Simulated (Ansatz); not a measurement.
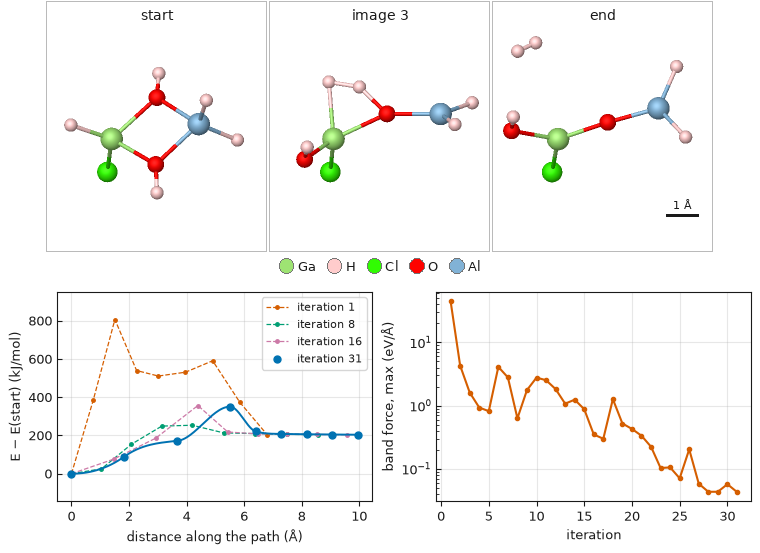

A search for the minimum-energy path of GaAlH5O2Cl by the nudged elastic band. Images are numbered from 0 (start) to 8 (end). The plot follows the band through its iterations. Style: ball-and-stick. Shown at a tilt.

The calculation used RHF/def2-SVP in Ansatz. Set-up: 7 movable images; climbing image; force threshold 0.05 eV/Å; iteration limit 60; starting path through a guess of the saddle point.

Did the band converge, and can the barrier be trusted?

The run is converged, with reservations. The band converged in 31 iterations. The largest component of the band force went from 45 to 0.043 eV/Å. The climbing image converged on the top of the path. Its vibrational analysis gives 2 imaginary modes over 30i cm⁻¹, so it isn't confirmed as a transition state. The first iteration put the highest image at 806.5 kJ/mol. The highest point, image 3, lies 350.7 kJ/mol above the start and 146.8 kJ/mol above the end; the end is at +203.9 kJ/mol relative to the start.

Limits of the set-up: Hartree-Fock leaves out electron correlation.

The run took 9.1 min on 2 threads of Arm Neoverse V1, with other jobs on the host, peak memory 0.31 GiB.
